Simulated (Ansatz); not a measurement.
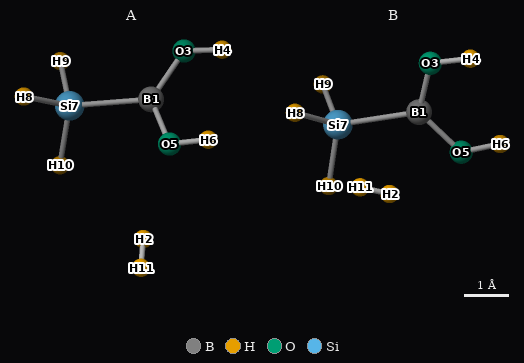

Two geometries of BSiH7O2, drawn at one scale. One is the start of a relaxation, the other its converged end. A ball-and-stick model, seen at a tilt.

Theory: RKS CAM-B3LYP/def2-SVP in Ansatz 0.2.0. Set-up: no spin polarisation; force threshold 0.03 eV/Å; at most 50 steps.

> Which of the two is the end point?

Structure A is the relaxed one. The run prepares an end point of a later path (reaction) calculation, from a guessed geometry. Over 29 accepted moves (32 points after the start) the energy falls by 0.227 eV. The largest force component goes from 1.2 to 0.018 eV/Å. The line search rejected the trial steps at points 7, 11, 21 of the run. The forces were under the threshold at step 25, but the run went on from there. The largest move after the best rigid fit is that of H11, 2.17 Å. Largest moves by element: H 2.17 Å, O 1.26 Å, Si 0.52 Å, B 0.33 Å. Among the contacts that change: B1–Si7 1.976 → 2.031 Å, H2–H11 0.718 → 0.765 Å, Si7–H9 1.496 → 1.491 Å. Groups turn about B1–Si7 by about 60°.

Limits of the set-up: the start holds two separate molecules, 2.4 Å apart at their closest, whose relative position is a soft coordinate and is computed without a dispersion correction.
